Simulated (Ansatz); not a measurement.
**FH$_{6}$NSi$_{2}$: density, localisation and related maps**

The calculation's input:

```
crystal:
  periodic: [false, false, false]
  atoms:
    - { symbol: Si, position_ang: [0.478024, 0.605767, -0.120916] }
    - { symbol: F, position_ang: [1.747857, 0.174478, -1.095724] }
    - { symbol: "N", position_ang: [-0.613527, 0.951386, -1.4005] }
    - { symbol: H, position_ang: [0.003143, 0.916821, -2.213509] }
    - { symbol: H, position_ang: [0.906296, 1.766286, 0.726684] }
    - { symbol: Si, position_ang: [-0.180878, -1.235063, 1.173628] }
    - { symbol: H, position_ang: [-1.303369, 1.68969, -1.443714] }
    - { symbol: H, position_ang: [-1.358744, -0.812789, 1.998509] }
    - { symbol: H, position_ang: [0.910484, -1.690194, 2.089144] }
    - { symbol: H, position_ang: [-0.589286, -2.36638, 0.286397] }
basis:
  gaussian: { orbitals: def2-SVP }
hamiltonian:
  xc: r2scan
  dispersion: d4
relax:
  f_tol: 0.03
  max_steps: 50
output:
  orbitals: {}
```

Command:

```sh
ansatz run input.yaml --threads 2 --pin off --max-ram 3072MiB --backend cpu --events-out ev --progress --plain --runs-dir out
```

The fields are those of the run's last geometry, not of the input's.

Computed with RKS r2SCAN-D4/def2-SVP in Ansatz.

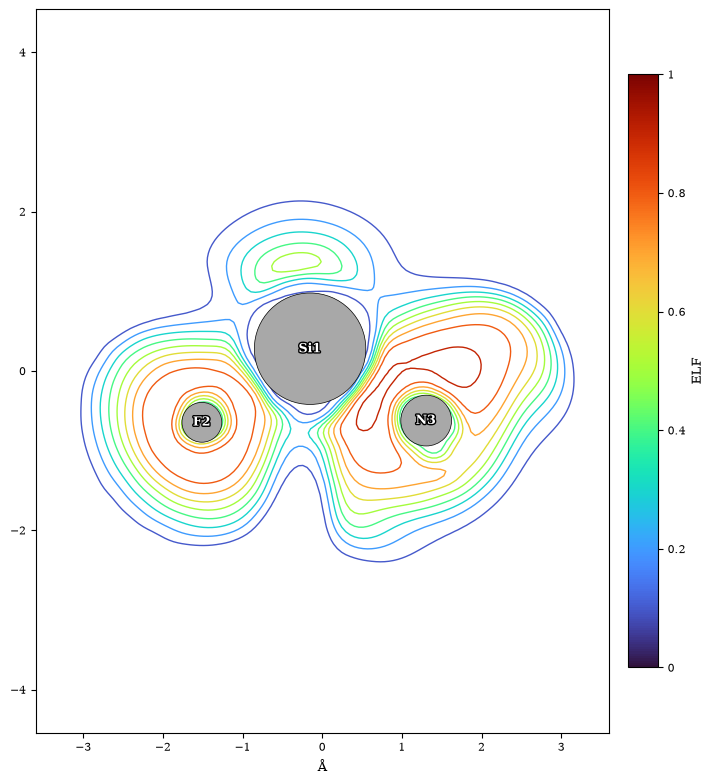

Figure 1. Electron localisation function on the plane of atoms F2, Si1 and N3. Grey discs cover the atomic cores.

Q: Read the bonding off the picture.

A: Atoms in the plane: Si, F and N.
Si–F (1.64 Å): the ELF peaks at about 0.85 in the valence shell of F, 0.6 Å from its nucleus, and is about 0.50 at the midpoint.
Si–N (1.71 Å): the ELF peaks at about 0.90 between the atoms, as expected for a shared but strongly polarised pair.
The ELF also peaks beside F2 and N3, away from the bonds: lone-pair regions.

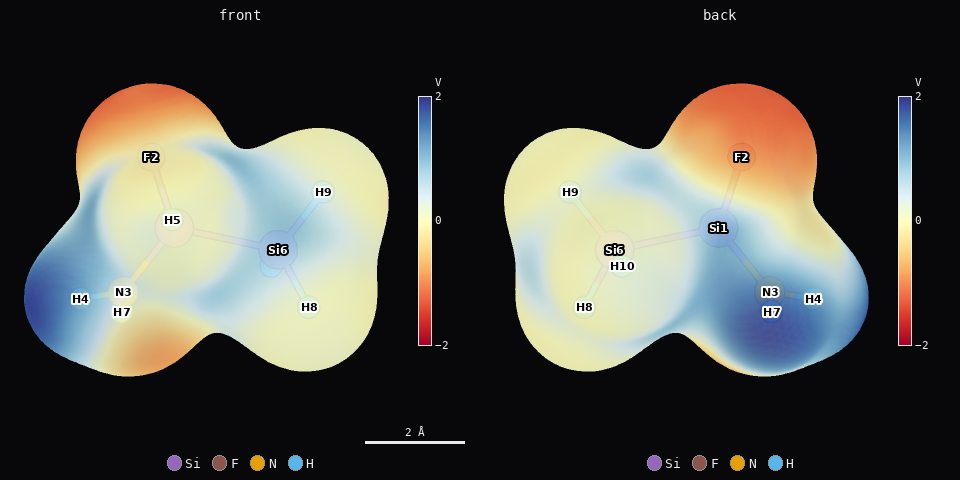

Figure 2. The electrostatic potential painted on the density surface at 0.002 e/bohr³, seen from the front and from behind; the colour scale runs from red (negative) to blue (positive).

Q: Which sites attract a positive test charge, and which a negative one?

A: A positive charge is drawn to the negative regions and a negative charge to the positive ones. The most negative region (about −1.2 V, or −28 kcal/mol for a unit charge) lies over F2, the most positive (about +1.9 V, or +44 kcal/mol for a unit charge) over H4 and H7.

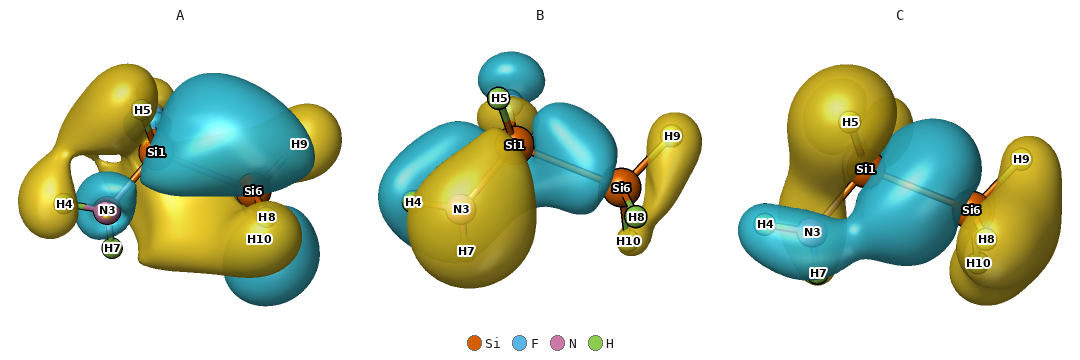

Figure 3. Three frontier orbitals at ±0.06 Å⁻³ᐟ² (yellow and cyan are the two phases), in no order.

Q: Order the three orbitals by energy and name them.

A: C is the HOMO−1 (−7.29 eV). Its weight (Hirshfeld) is mainly on Si6 (about 30 %), Si1 (about 30 %), F2 (about 15 %), H5 (about 10 %) and N3 (about 10 %). B is the HOMO (−6.76 eV). By Hirshfeld shares it lies mainly on N3 (about 65 %). A is the LUMO (−0.31 eV). By Hirshfeld shares it lies mainly on Si6 (about 35 %), Si1 (about 30 %) and H10 (about 10 %); π-bonding across Si6–Si1.

Q: What is the HOMO–LUMO gap?

A: 6.45 eV between the orbital energies.
